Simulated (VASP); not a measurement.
Energy against volume of MgS (rock salt). Calculation: PBEsol GGA, VASP's PBE PAW potentials (set 64) (plane waves; VASP).

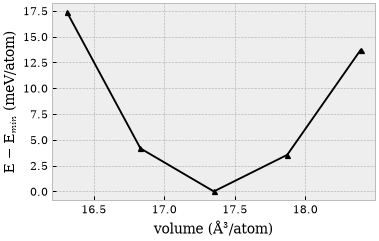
Figure: Energy against volume

Problem. Estimate the equilibrium volume and the bulk modulus.

Solution. The minimum lies near 17.4 Å³/atom, and the curvature gives B0 of about 79 GPa.

Measured: bulk modulus 81.0 GPa at 0 K (computed value off by -2.6 %), a 5.188 Å at 0 K (computed value off by -0.2 %), as given by Tamar Goldzak et al., The Journal of Chemical Physics (2022), arXiv:2208.04865 [corrected for zero-point motion].

The compound is MgS in the rock salt structure. It was relaxed first.
